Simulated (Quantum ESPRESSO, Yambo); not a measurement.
# Quasiparticle gap of SrTiO3 (Tausonite) in Yambo, part 3 of 3

How does a plane-wave GW calculation on SrTiO3 (Tausonite) run from the first input to the gap?

Quantum ESPRESSO 7.5 and Yambo 5.3.0; PBE and many-body steps on it, plane waves. Known limits of the many-body steps: not at the basis limit; no spin-orbit coupling; coarse k mesh.

So far. Step 3 (Bands along the symmetry lines): The gap is 1.908 eV, as in the run before at this level. Step 4 (Empty states on the mesh, 4×4×4 mesh, 67 bands): On this mesh the gap is 1.908 eV.

## Step 6: Screening and self-energy, 4×4×4 mesh, 67 bands, screening to 95.2 eV

G0W0 replaces the xc potential by the self-energy, built once from these orbitals. Only a window of levels is corrected, while the sums run over the empty bands that the input names.

This step: G0W0 on PBE, plane waves, norm-conserving pseudopotentials.

File gw1.in:

```
HF_and_locXC
gw0
dyson
ppa
em1d
rim_cut
RandQpts= 1000000
RandGvec= 1 RL
EXXRLvcs= 76 Ry
VXCRLvcs= 304 Ry
Chimod= "HARTREE"
% BndsRnXp
 1 | 67 |
%
NGsBlkXp= 7 Ry
% LongDrXp
 1 | 1 | 1 |
%
% GbndRnge
 1 | 67 |
%
DysSolver= "n"
ExtendOut
PPAPntXp= 27.21138 eV
% QPkrange
 10 | 10 | 19 | 22 |
 1 | 1 | 19 | 22 |
%
```

The run is started by

```sh
$ OMP_NUM_THREADS=1 mpirun -n 8 yambo -F gw1.in -J gw1 -C gw1 > gw1.log
```

Log:

```text
 Yambo, version 5.3.0

 [02] CORE Variables Setup
 =========================

  [... cell, symmetries and grids as in the set-up ...]

  [02.05] Energies & Occupations
  ==============================

  [X] === General ===
  [X] Electronic Temperature                        :  0.000000  0.000000 [eV K]
  [X] Bosonic    Temperature                        :  0.000000  0.000000 [eV K]
  [X] Finite Temperature mode                       : no
  [X] El. density                                   :  0.67159E+24 [cm-3]
  [X] Fermi Level                                   :  10.04689 [eV]

  [X] === Gaps and Widths ===
  [X] Conduction Band Min                           :  1.907630 [eV]
  [X] Valence Band Max                              :  0.000000 [eV]
  [X] Filled Bands                                  :  20
  [X] Empty Bands                                   :   21   67
  [X] Direct Gap                                    :  2.262761 [eV]
  [X] Direct Gap localized at k                     :  1
  [X] Indirect Gap                                  :  1.907630 [eV]
  [X] Indirect Gap between kpts                     :  10   1
  [X] Last valence band width                       :  0.731990 [eV]
  [X] 1st conduction band width                     :  2.609046 [eV]

 [03] Transferred momenta grid and indexing
 ==========================================

 IBZ Q-points                                      :  10
 BZ  Q-points                                      :   64

 K/Q-points units:
 rlu = crystal or reduced units; cc = cartesian coordinates; iku = interal k-units

 Q [ 1]         [rlu]:  0.000000  0.000000  0.000000
 Q [ 2]         [rlu]:  0.000000  0.000000  0.250000
 Q [ 3]         [rlu]:  0.000000  0.000000 -0.500000
 Q [ 4]         [rlu]:  0.000000  0.250000  0.250000
 Q [ 5]         [rlu]:  0.000000  0.250000 -0.500000
 Q [ 6]         [rlu]:  0.000000 -0.500000 -0.500000
 Q [ 7]         [rlu]:  0.250000  0.250000  0.250000
 Q [ 8]         [rlu]:  0.250000  0.250000 -0.500000
 Q [ 9]         [rlu]:  0.250000 -0.500000 -0.500000
 Q [10]         [rlu]: -0.500000 -0.500000 -0.500000

 [04] Coloumb potential Random Integration (RIM)
 ===============================================

  [04.01] RIM initialization
  ==========================

  * Diagonal components only detected *

  8 x (sBL volume)        :  0.077143 [a.u.]
  sBZ random points       :  1000000
  Points outside the sBZ  :   7992674
  RL volume               :  0.617144 [a.u.]
  Integrated volume       :  0.617710 [a.u.]

  [04.02] RIM integrals
  =====================

  Gamma point sphere radius             :  0.077218 [a.u.]
  Points outside the sphere             :   799758
  [Int_sBZ(q=0) 1/q^2]*(Vol_sBZ)^(-1/3) =:  7.677921
                                 should be <:  7.795600

  Summary of Coulomb integrals for non-metallic bands |Q|[au] RIM/Bare

  Q [1] 0.100000E-4 0.984904 * Q [2] 0.212848 1.050352
  Q [4] 0.301012 1.048056 * Q [7] 0.368663 1.034451
  Q [3] 0.425695 1.019613 * Q [5] 0.475942 1.017752
  Q [8] 0.521368 1.015471 * Q [6] 0.602024 1.012155
  Q [9] 0.638543 1.010963 * Q [10] 0.737326 1.008585

 [05] Dipoles
 ============

  [05.01] Setup: observables and procedures
  =========================================

  [WARNING] [x,Vnl] slows the Dipoles computation. To neglect it rename the ns.kb_pp file

 [06] Dynamic Dielectric Matrix (PPA)
 ====================================

 [SLK-Inversion]  Pools        :  2
 [SLK-Inversion]  BLACS grid   :  2  2

 [WR./gw1//ndb.pp]---------------------------------------------------------------
  Brillouin Zone Q/K grids (IBZ/BZ)                :   10   64   10   64
  RL vectors                                       :   5743 [WF]
  Coulomb cutoff potential                         : none
  Electronic Temperature                           :  0.000000 [K]
  Bosonic    Temperature                           :  0.000000 [K]
  PPA    diel. fun.  energies                      : Perdew, Burke & Ernzerhof(X)+Perdew, Burke & Ernzerhof(C)
  wavefunctions                                    : Perdew, Burke & Ernzerhof(X)+Perdew, Burke & Ernzerhof(C)
  Global Gauge                                     : length
  X matrix size                                    :  147
  X band range                                     :    1   67
  X e/h energy range                               : -1.000000 -1.000000 [eV]
  X Time ordering                                  : R
  X Hxc Kernel                                     : HARTREE
  X Drude frequency                                :  0.000000  0.000000
  X poles                                          :  100.0000 [o/o]
  RL vectors in the sum                            :   5743
  [r,Vnl] included                                 : yes
  Field direction                                  :  0.577350E-5  0.577350E-5  0.577350E-5
  BZ energy Double Grid                            : no
  BZ energy DbGd points                            : 0
  BZ Q point size factor                           : -1.000000
  X Optical Averaged directions                    : none

 [07] Local Exchange-Correlation + Non-Local Fock
 ================================================

 [VXC] Plane waves :   36041
 [EXS] Plane waves :   4553

 QP @ state[ 1 ] K range:  1  1
 QP @ state[ 1 ] b range:  19  22
 QP @ state[ 2 ] K range:  10  10
 QP @ state[ 2 ] b range:  19  22

 [xc] Functional : Perdew, Burke & Ernzerhof(X)+Perdew, Burke & Ernzerhof(C)
 [xc] LIBXC used to calculate xc functional
  PP Number of Atomic Species                      :  3
  NLCC RL compoments                               :   36041
  PP Number of Atomic Species                      :  3
  NLCC RL compoments                               :   36041

 [xc] E_xc :  -22.32464 [Ha]
      E_xc :  -44.64928 [Ry]

  Local XC kind (lXC) : Perdew, Burke & Ernzerhof(X)+Perdew, Burke & Ernzerhof(C)
  Non-Local XC kind (nlXC) : Hartree-Fock

  Corrections @ K [1] :  [eV]
 <19|nlXC|19> = -25.25797  0.14870E-17 <19|lXC|19> = -20.54186 -0.70806E-16
 <20|nlXC|20> = -25.25793 -0.95436E-17 <20|lXC|20> = -20.54186  0.000000
 <21|nlXC|21> = -11.48496  0.11257E-17 <21|lXC|21> = -18.88300  0.000000
 <22|nlXC|22> = -11.48494 -0.54763E-18 <22|lXC|22> = -18.88300  0.000000

  Corrections @ K [10] :  [eV]
 <19|nlXC|19> = -25.09240 -0.13973E-17 <19|lXC|19> = -20.19482  0.75527E-15
 <20|nlXC|20> = -25.09238 -0.89606E-17 <20|lXC|20> = -20.19481  0.000000
 <21|nlXC|21> = -12.96588  0.83804E-20 <21|lXC|21> = -21.98333  0.18882E-15
 <22|nlXC|22> = -12.96588  0.58001E-18 <22|lXC|22> = -21.98331  0.000000

  [07.01] Hartree-Fock occupations report
  =======================================

  [Hartree-Fock] === General ===
  [Hartree-Fock] Electronic Temperature             :  0.000000  0.000000 [eV K]
  [Hartree-Fock] Bosonic    Temperature             :  0.000000  0.000000 [eV K]
  [Hartree-Fock] Finite Temperature mode            : no
  [Hartree-Fock] El. density                        :  0.67159E+24 [cm-3]
  [Hartree-Fock] Fermi Level                        :  10.04689 [eV]

  [Hartree-Fock] === Gaps and Widths ===
  [Hartree-Fock] Conduction Band Min                :  1.988996 [eV]
  [Hartree-Fock] Valence Band Max                   : -0.043408 [eV]
  [Hartree-Fock] Filled Bands                       :  20
  [Hartree-Fock] Empty Bands                        :   21   67
  [Hartree-Fock] Direct Gap                         :  2.584134 [eV]
  [Hartree-Fock] Direct Gap localized at k          :  2
  [Hartree-Fock] Indirect Gap                       :  2.032404 [eV]
  [Hartree-Fock] Indirect Gap between kpts          :   9   2
  [Hartree-Fock] Last valence band width            :  5.027791 [eV]
  [Hartree-Fock] 1st conduction band width          :  11.54514 [eV]

 [08] Dyson equation: Newton solver
 ==================================

  [08.01] G0W0 (W PPA)
  ====================

  [  GW  ] Bands range     :    1   67
  [GW/PPA] G damping       :  0.100000 [eV]

  QP @ state[ 1 ] K range:  1  1
  QP @ state[ 1 ] b range:  19  22
  QP @ state[ 2 ] K range:  10  10
  QP @ state[ 2 ] b range:  19  22

   Sc/G bands                                       :    1   67
   Sc/G damping                                     :  0.100000 ev
   Sc bands terminator                              : no
   Sx RL components                                 :   4553

   QP @ state[ 1 ] K range                          :  1  1
   QP @ state[ 1 ] b range                          :  19  22
   QP @ state[ 2 ] K range                          :  10  10
   QP @ state[ 2 ] b range                          :  19  22
   GF energies kind                                 : Perdew, Burke & Ernzerhof(X)+Perdew, Burke & Ernzerhof(C)
   GF WF`s kind                                     : Perdew, Burke & Ernzerhof(X)+Perdew, Burke & Ernzerhof(C)
   Xs energies kind                                 : Perdew, Burke & Ernzerhof(X)+Perdew, Burke & Ernzerhof(C)
   Xs WF`s kind                                     : Perdew, Burke & Ernzerhof(X)+Perdew, Burke & Ernzerhof(C)

 [11] Game Over & Game summary
```

Wall time 56 s (8 MPI ranks of AMD EPYC 7R43, shared host); peak memory 3.4 GiB.

This step gave:

```
G0W0 gap on the points computed              : 3.537 eV
starting gap on the mesh                     : 1.908 eV
k of the valence top                         : -0.5, -0.5, -0.5
k of the conduction bottom                   : 0, 0, 0
least direct G0W0 gap on the computed points : 3.889 eV
Z at the valence top                         : 0.7675
Z at the conduction bottom                   : 0.7796
```

The gap on the mesh goes from 1.91 eV to 3.54 eV, a correction of +1.63 eV.

Limits: finite bands, cutoff and mesh; no spin-orbit coupling; coarse k mesh. v1 is the top filled band, c1 the lowest empty one. The levels before and after the correction (eV, zero at the valence-band top of each column):

```
           conduction bottom  valence top
Kohn-Sham               1.91         0.00
     G0W0               3.54         0.00
```

```
                            level  energy (eV)
Kohn-Sham                 Γ v2-v1       -0.355
Kohn-Sham                 Γ c1-c2        1.908
Kohn-Sham  (-0.5 -0.5 -0.5) v2-v1        0.000
Kohn-Sham  (-0.5 -0.5 -0.5) c1-c2        4.517
     G0W0                 Γ v2-v1       -0.352
     G0W0                 Γ c1-c2        3.537
     G0W0  (-0.5 -0.5 -0.5) v2-v1        0.000
     G0W0  (-0.5 -0.5 -0.5) c1-c2        6.449
```

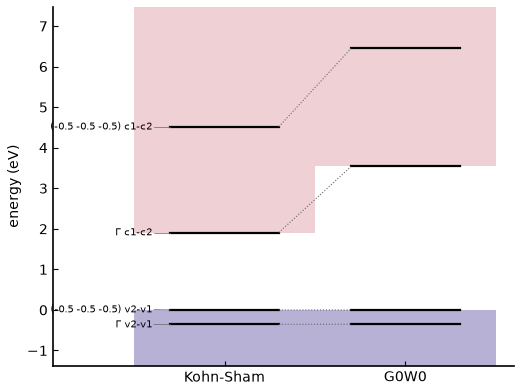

Levels before and after the correction. Shaded: valence and conduction bands.

## Step 7: Where the time went

Times are wall times on the hardware named with each run, good to a factor of about two.

```
                          step   time  share  memory (GiB)
                  ground state   15 s   16 %          0.63
bands along the symmetry lines    9 s   10 %          0.58
      empty states on the mesh  7.3 s    8 %          0.54
         conversion and set-up  5.8 s    6 %          0.25
     screening and self-energy   56 s   60 %           3.4
```

## Step 8: Outcome

| Quantity | Value |
| --- | --- |
| PBE gap | 1.91 eV, indirect |
| G0W0 gap on the mesh | 3.54 eV |
| GW settings | 4×4×4 mesh, 67 bands, screening to 95.2 eV, Godby-Needs plasmon pole |
| known limits | not at the basis limit; no spin-orbit coupling; coarse k mesh |

In words: G0W0 moves the gap on the mesh from 1.91 eV to 3.54 eV (+1.63 eV), with Z of 0.77 and 0.78 at the edges. Only 2 of the mesh's irreducible points were corrected, so a valley elsewhere could overtake. The dearest step here is «screening and self-energy». Against experiment, by G0W0@PBE: the direct gap of 3.89 eV lies +0.12 eV from the measured 3.77 eV (direct, 300 K, 2013). An exciton line or allowed optical edge lies below the quasiparticle gap by the binding energy; a forbidden edge can push the onset above it. The calculation has static nuclei and no excitons; a measured gap holds zero-point and thermal motion, which mostly lowers it. Bands and cutoff are finite, so the gap is not at the basis limit. The miss can reach some tenths of an eV and take either sign; the mesh is an error of its own. In the G0W0 run levels were corrected at 2 k points alone, so a gap called «on the mesh» is the least over those, and an edge elsewhere would be missed. The 4×4×4 mesh is coarse for this cell, which bears on the long-range parts of exchange and screening. This is the ideal cubic cell; many perovskites, halides above all, are cubic only on average, and local tilts or off-centring can widen the gap. The many-body steps are scalar-relativistic: spin-orbit coupling is not in them.

[Paths, hosts, dates, memory and timing lines, banners, echoed tables and standing remarks are left out of the program output.]

[Logs are printed without paths, hosts, clocks, repeated set-up lines and the standing remarks that a program may print on its own settings, such as how far it seeks lower states.]

[Runs of the session that timed out or met a known fault of the program may be left out.]

[Hosts, paths, dates, database ids (printed as entryN), source tags and the programs' standing remarks are cut or masked in the printed files.]
